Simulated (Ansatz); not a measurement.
# H4OSSeSi: rigid scan of one bond length

How does the energy of H4OSSeSi change as one bond is stretched? A script is to give a rigid scan of one bond length; the system is H4OSSeSi.

All numbers are computed with Ansatz 0.2.0 through its Python package. Level of theory: B3LYP+D3(BJ)/def2-SVP.

**1. Starting point**

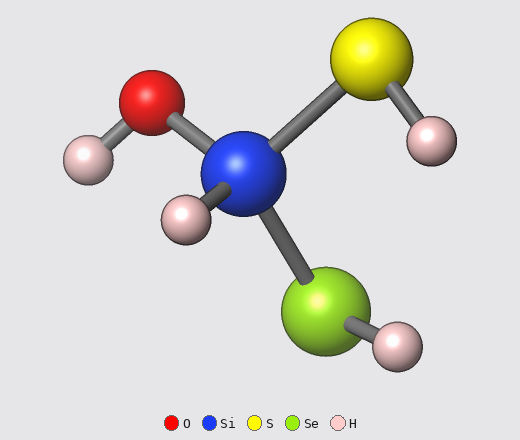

The structure that the script starts from, seen from a chosen angle (oxygen red, silicon blue, sulfur yellow, selenium green, hydrogen pink).

The script holds or builds the structure itself.

**2. The code**

Contents of scan.py:

```python
'''Potential curve of H4OSSeSi along one bond.'''

import ansatz as az
from ase import Atoms
import matplotlib.pyplot as plt
import numpy as np

config = {
    'basis': 'def2-SVP',
    'xc': 'B3LYP',
    'dispersion': 'd3bj',
}

atoms = Atoms(['O', 'Si', 'S', 'Se', 'H', 'H', 'H', 'H'], positions=[
    (-0.4683, 1.5038, -1.2297),
    (-0.0701, 0.3914, -0.0552),
    (2.0212, 0.0748, -0.1525),
    (-1.0741, -1.5626, -0.4582),
    (-1.4861, 1.6754, -1.121),
    (-0.4325, 0.9076, 1.279),
    (2.0332, -0.8539, 0.9209),
    (-0.431, -2.1936, 0.7609),
])
system = az.Crystal.molecule_from_ase(atoms)

symbols = [site.symbol for site in system.cartesian_sites]
start = np.array([site.position_ang for site in system.cartesian_sites])
axis = (start[2] - start[1]) / np.linalg.norm(start[2] - start[1])
moving = [2, 6]
lengths, energies = [1.863, 1.948, 2.033, 2.117, 2.202, 2.287, 2.371, 2.498], []
for length in lengths:
    xyz = start.copy()
    xyz[moving] += (length - np.linalg.norm(start[2] - start[1])) * axis
    point = az.Crystal.molecule()
    for symbol, place in zip(symbols, xyz):
        point = point.atom(symbol, place.tolist())
    job = point.calculation()
    job = job.basis(gaussian=config['basis']).functional(config['xc'], dispersion=config['dispersion'])
    report = job.run(threads=1, backend='cpu').report
    energies.append(report['free_energy_ev'])
    print(f'r = {length:6.3f} A  E = {energies[-1]:.5f} eV  <S^2> = {abs(report["mean_field"]["state"]["spin_squared"]):.3f}')

# quartic fit about the minimum
fit = np.polynomial.Polynomial.fit(lengths, np.array(energies) - min(energies), 4).convert()
roots = [r.real for r in fit.deriv().roots() if abs(r.imag) < 1e-9 and fit.deriv(2)(r.real) > 0]
r_e = min(roots, key=lambda r: abs(r - lengths[int(np.argmin(energies))]))
print(f'minimum of the fit at {r_e:.4f} A, force constant {fit.deriv(2)(r_e):.2f} eV/A^2')
plt.figure(figsize=(4.5, 3))
plt.plot(lengths, np.array(energies) - min(energies), 'o-')
plt.xlabel('bond length (A)')
plt.ylabel('E - E(min) (eV)')
plt.tight_layout()
plt.savefig('scan.png', dpi=100)
```

**3. What the engine is handed**

The engine receives this input (first run):

```yaml
crystal:
  periodic: [false, false, false]
  atoms:
    - { symbol: O, position_ang: [-0.4683, 1.5038, -1.2297] }
    - { symbol: Si, position_ang: [-0.0701, 0.3914, -0.0552] }
    - { symbol: S, position_ang: [1.7699654414003358, 0.11283417073239307, -0.1408110397591224] }
    - { symbol: Se, position_ang: [-1.0741, -1.5626, -0.4582] }
    - { symbol: H, position_ang: [-1.4861, 1.6754, -1.121] }
    - { symbol: H, position_ang: [-0.4325, 0.9076, 1.279] }
    - { symbol: H, position_ang: [1.7819654414003359, -0.8158658292676069, 0.9325889602408777] }
    - { symbol: H, position_ang: [-0.431, -2.1936, 0.7609] }
basis:
  gaussian:
    orbitals: def2-SVP
hamiltonian:
  xc: b3lyp
  dispersion: d3bj
```

**4. Launch**

On the command line:

```console
$ python scan.py
```

Standard output:

```text
r =  1.863 A  E = -86162.86977 eV  <S^2> = 0.000
r =  1.948 A  E = -86163.43811 eV  <S^2> = 0.000
r =  2.033 A  E = -86163.74957 eV  <S^2> = 0.000
r =  2.117 A  E = -86163.87735 eV  <S^2> = 0.000
r =  2.202 A  E = -86163.87804 eV  <S^2> = 0.000
r =  2.287 A  E = -86163.78891 eV  <S^2> = 0.000
r =  2.371 A  E = -86163.64121 eV  <S^2> = 0.000
r =  2.498 A  E = -86163.35023 eV  <S^2> = 0.000
minimum of the fit at 2.1573 A, force constant 14.99 eV/A^2
```

Wall time 30 s (1 thread of Arm Neoverse V2, shared host); peak memory 0.33 GiB.

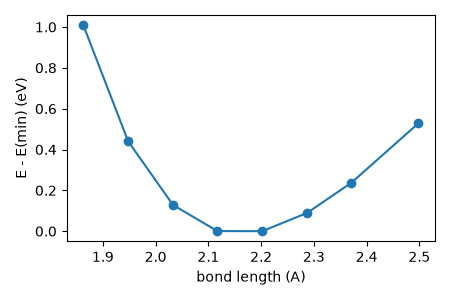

scan.png, as the script drew it.

**5. Inputs of later runs**

The engine's inputs for some of the other runs:

Run 3, against run 1:

```diff
@@ -6 +6 @@
-    - { symbol: S, position_ang: [1.7699654414003358, 0.11283417073239307, -0.1408110397591224] }
+    - { symbol: S, position_ang: [1.9378726475399264, 0.08741485190496787, -0.1486231045787954] }
@@ -10 +10 @@
-    - { symbol: H, position_ang: [1.7819654414003359, -0.8158658292676069, 0.9325889602408777] }
+    - { symbol: H, position_ang: [1.9498726475399264, -0.8412851480950321, 0.9247768954212047] }
```

Run 4, against run 1:

```diff
@@ -6 +6 @@
-    - { symbol: S, position_ang: [1.7699654414003358, 0.11283417073239307, -0.1408110397591224] }
+    - { symbol: S, position_ang: [2.020838561161842, 0.07485471789612246, -0.15248318366616326] }
@@ -10 +10 @@
-    - { symbol: H, position_ang: [1.7819654414003359, -0.8158658292676069, 0.9325889602408777] }
+    - { symbol: H, position_ang: [2.032838561161842, -0.8538452821038776, 0.9209168163338368] }
```

Run 5, against run 1:

```diff
@@ -6 +6 @@
-    - { symbol: S, position_ang: [1.7699654414003358, 0.11283417073239307, -0.1408110397591224] }
+    - { symbol: S, position_ang: [2.104792164231637, 0.06214505848240985, -0.15638921607599976] }
@@ -10 +10 @@
-    - { symbol: H, position_ang: [1.7819654414003359, -0.8158658292676069, 0.9325889602408777] }
+    - { symbol: H, position_ang: [2.116792164231637, -0.8665549415175902, 0.9170107839240003] }
```

**6. What each run gave**

The 8 runs, in the order started:

```tsv
run	distance (Å)	energy from run 5 (eV)	SCF cycles	CPU time (s)
1	1.86	1.0083	17	3.7
2	1.95	0.4399	17	3.7
3	2.03	0.1285	17	3.7
4	2.12	0.0007	17	3.7
5	2.20	0.0000	17	3.6
6	2.29	0.0891	17	3.6
7	2.37	0.2368	17	3.6
8	2.50	0.5278	16	3.6
```

**7. Outcome**

| quantity | value |
| --- | --- |
| bond length at the fit's minimum | 2.1573 Å |
| runs compared | 8 |
| range of energy | 1.008 eV |
| lowest point, distance (Å) | 2.20 |

What this shows: The lowest point, at 2.20, lies inside the range. The ends stand 1.01 and 0.528 eV above it. The distance scanned is the script's pair 1, 2. Notes:
- The rest of the molecule is held rigid at a force-field or estimated start geometry, and the basis set is modest; single-reference methods fail as a bond breaks.
- b3lyp holds the VWN-RPA fit, as in Gaussian; the form of ORCA and Turbomole is b3lyp5.
- The orbitals are restricted, so S² is zero by construction.
